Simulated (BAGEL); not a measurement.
# GeS (germanium sulfide) at HF/aug-cc-pVTZ (density fitting with qzvpp-jkfit)

What is the vertical electron affinity of GeS (germanium sulfide) at HF/aug-cc-pVTZ (density fitting with qzvpp-jkfit)? 

The calculation is run with BAGEL 1.2.2.

3 further runs of the same task are left out: 1 that didn't finish, 2 set aside as unsound or not needed. Runs told in other sessions of the task aren't counted.

## Step 1: The structure to begin with

GeS: 2 atoms, total charge 0, spin state singlet. As SMILES, `[S+]#[Ge-]`. The bond length is the measured one.

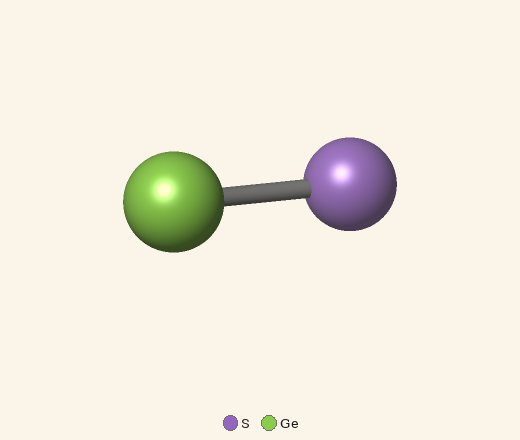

Viewed from a chosen angle; sulfur purple, germanium green.

## Step 2: The energy at HF/aug-cc-pVTZ (density fitting with qzvpp-jkfit)

The input, job.json:

```json
{ "bagel": [

{
  "title": "molecule",
  "basis": "aug-cc-pvtz.json",
  "df_basis": "qzvpp-jkfit",
  "angstrom": "true",
  "geometry": [
    { "atom": "S", "xyz": [    0.000000,    0.000000,    0.000000 ] },
    { "atom": "Ge", "xyz": [    0.000000,    0.000000,    2.012086 ] }
  ]
},
{
  "title": "hf"
},
{
  "title": "print",
  "file": "orbitals.molden",
  "orbitals": "true"
}

]}
```

The basis set aug-cc-pVTZ is read from a file made from the Basis Set Exchange's data (not shown).

Launch:

```bash
$ BAGEL_NUM_THREADS=1 BAGEL job.json > job.out
```

Standard output:

```text
* using 1 threads per process

  ===============================================================
  ===============================================================

  *** Geometry ***

  { "atom" : "S", "xyz" : [      0.000000,      0.000000,      0.000000 ] },
  { "atom" : "Ge", "xyz" : [      0.000000,      0.000000,      3.802291 ] },

  Number of auxiliary basis functions:      394

  Since a DF basis is specified, we compute 2- and 3-index integrals:
    o Being stored without compression. Storage requirement is 0.037 GB

  Number of basis functions:      109
  Number of electrons      :       48

    * METHOD: MOLECULE                             0.42

  *** RHF ***

  === Nuclear Repulsion ===
   134.6556418876

      * DIIS with orbital gradients will be used.

  === RHF iteration (aug-cc-pvtz.json) ===
      0      -2472.87057425          0.01281990           0.09
      1      -2472.91957262          0.01165086           0.09
      2      -2472.98833521          0.00113022           0.11
      3      -2472.98929851          0.00037221           0.09
      4      -2472.98943225          0.00007905           0.09
      5      -2472.98943861          0.00002666           0.09
      6      -2472.98943958          0.00001332           0.09
      7      -2472.98943985          0.00000534           0.09
      8      -2472.98943988          0.00000180           0.09
      9      -2472.98943989          0.00000035           0.09
     10      -2472.98943989          0.00000011           0.08
     11      -2472.98943989          0.00000005           0.09
     12      -2472.98943989          0.00000001           0.09
     13      -2472.98943989          0.00000000           0.09
    * SCF iteration converged.

    * Permanent dipole moment:
           (    0.000000,     0.000000,    -1.096733) a.u.

    * METHOD: HF                                   1.68

    * METHOD: PRINT                                0.04

  ===============================================================
```

It took 2.5 s on 1 thread of Intel Xeon Platinum 8259CL at 2.50GHz (Skylake/Cascade Lake), shared host; peak memory 0.14 GiB.

## Step 3: The doublet anion at the same level

The input, input.json:

```json
{ "bagel": [

{
  "title": "molecule",
  "basis": "aug-cc-pvtz.json",
  "df_basis": "qzvpp-jkfit",
  "angstrom": true,
  "geometry": [
    { "atom": "S", "xyz": [    0.000000,    0.000000,    0.000000 ] },
    { "atom": "Ge", "xyz": [    0.000000,    0.000000,    2.012086 ] }
  ]
},
{ "title": "uhf", "charge": -1, "nopen": 1 },
{ "title": "print", "file": "orbitals.molden", "orbitals": true }

]}
```

The basis set aug-cc-pVTZ is read from a file made from the Basis Set Exchange's data (not shown).

Launch:

```bash
$ BAGEL_NUM_THREADS=1 BAGEL input.json > input.out
```

Standard output:

```text
* using 1 threads per process

  ===============================================================
  ===============================================================

  *** Geometry ***

  { "atom" : "S", "xyz" : [      0.000000,      0.000000,      0.000000 ] },
  { "atom" : "Ge", "xyz" : [      0.000000,      0.000000,      3.802291 ] },

  Number of auxiliary basis functions:      394

  Since a DF basis is specified, we compute 2- and 3-index integrals:
    o Being stored without compression. Storage requirement is 0.037 GB

  Number of basis functions:      109
  Number of electrons      :       48

    * METHOD: MOLECULE                             0.39

  *** Open-shell HF ***

  === Nuclear Repulsion ===
   134.6556418876

      * DIIS with orbital gradients will be used.

  === UHF iteration (aug-cc-pvtz.json) ===
      0      -2472.85701020          0.02630024           0.18
      1      -2472.94884983          0.01785318           0.20
      2      -2472.98038572          0.00996111           0.19
      3      -2472.99716474          0.00099192           0.19
      4      -2472.99750618          0.00044549           0.18
      5      -2472.99759400          0.00010496           0.18
      6      -2472.99760883          0.00004914           0.18
      7      -2472.99761347          0.00002650           0.20
      8      -2472.99761560          0.00001207           0.19
      9      -2472.99761660          0.00000617           0.19
     10      -2472.99761717          0.00000287           0.19
     11      -2472.99761745          0.00000135           0.19
     12      -2472.99761755          0.00000087           0.19
     13      -2472.99761766          0.00000059           0.19
     14      -2472.99761772          0.00000037           0.19
     15      -2472.99761775          0.00000018           0.21
     16      -2472.99761776          0.00000012           0.20
     17      -2472.99761776          0.00000008           0.20
     18      -2472.99761776          0.00000005           0.20
     19      -2472.99761776          0.00000003           0.19
     20      -2472.99761776          0.00000002           0.20
     21      -2472.99761776          0.00000001           0.20
     22      -2472.99761776          0.00000001           0.20
    * SCF iteration converged.

    * S^2 (UHF) is 0.7690

    * Permanent dipole moment:
           (    0.000000,     0.000000,    -0.538224) a.u.

    * METHOD: UHF                                  4.84

    * METHOD: PRINT                                0.03

  ===============================================================
```

Run time: 5.7 s. Hardware: 1 thread of Intel Xeon Platinum 8259CL at 2.50GHz (Skylake/Cascade Lake), shared host; peak memory 0.14 GiB.

## Step 4: What came out

Level: HF/aug-cc-pVTZ (density fitting with qzvpp-jkfit).

| quantity | value |
| --- | --- |
| singlet GeS: total energy | -2472.98944 Eh |
| singlet GeS: dipole moment | 2.79 D |
| singlet GeS: HOMO energy | -10.27 eV |
| singlet GeS: LUMO energy | 0.25 eV |
| singlet GeS: HOMO–LUMO gap | 10.52 eV |
| doublet anion: total energy | -2472.99762 Eh |
| doublet anion: ⟨S²⟩ | 0.769 |
| vertical electron affinity (to the doublet anion) | 0.223 eV |

At fixed nuclei the extra electron is bound by 0.22 eV (21.5 kJ/mol).
